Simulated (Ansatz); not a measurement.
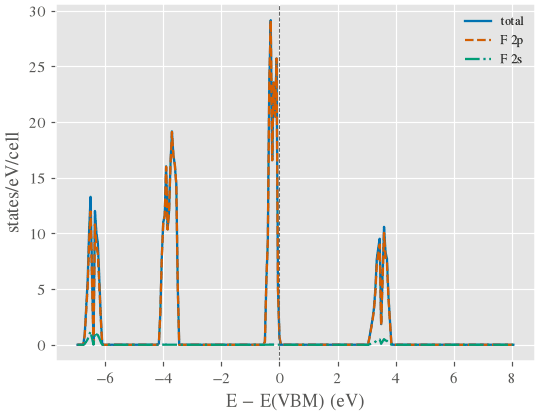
*Total and projected density of states of F in space group C2/m (No. 12; F on 4i, F on 4i), PBEsol in the plane-wave PAW code Ansatz*

Q: Which orbitals carry the states next to the gap?

A: Top 1 eV of the valence band: F 2p 100 %. Bottom 1 eV of the conduction band: F 2p 95 %. Projections are on Löwdin-orthogonalised atomic valence shells; empty p or d shells of many metals are not among them.

Q: Where is the tallest occupied peak in this window, and what makes it?

A: Near -0.3 eV, about 29 states/eV per cell; the largest projected share is F 2p.

The workflow started from an entry of the Crystallography Open Database (COD, 23 K), which files this formula under 3 space groups. It is not the usual solid phase (space group No. 15). The PBEsol relaxation kept the symmetry of its start; whether a distortion lowers the energy is not shown. The substance is a gas or liquid at ambient conditions. The volume moved by 17 % from the start of the relaxation. A crystal of weakly bound molecules computed without a dispersion correction: the cell and the soft elastic constants depend strongly on that.

Potentials: the later of the program's two PAW sets.
